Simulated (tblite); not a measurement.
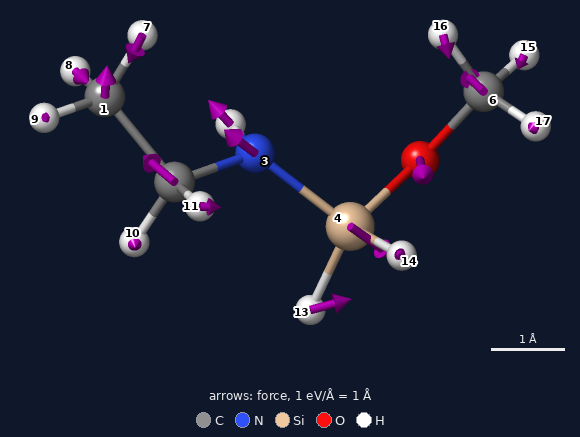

Starting geometry of C3H11NOSi with the computed forces as purple arrows. Style: ball-and-stick. Shown at a tilt.

These are results of GFN2-xTB geometry optimisation, gas phase in tblite, not measurements. 

### Is this structure relaxed? If not, where do the atoms go?

It isn't relaxed: the largest force vector, on the O atom, is 1.11 eV/Å. The final displacements have little in common with the starting forces (cosine between the two patterns 0.21). The atom that moves furthest after the best rigid fit is an H atom (0.56 Å). Largest moves by element: H 0.56 Å, O 0.40 Å, C 0.27 Å, Si 0.19 Å, N 0.13 Å. Near-neighbour distances that change, for instance: O–Si 1.666 → 1.622 Å, C–O 1.422 → 1.393 Å, H–Si 1.481 → 1.461 Å, N–Si 1.700 → 1.719 Å. Among the angles between lasting bonds that change: O–Si–H 109.3° → 97.5°, Si–O–C 117.7° → 129.1°, N–Si–H 107.1° → 118.1°. Over 86 geometry steps the energy falls by 6.71 kcal/mol.
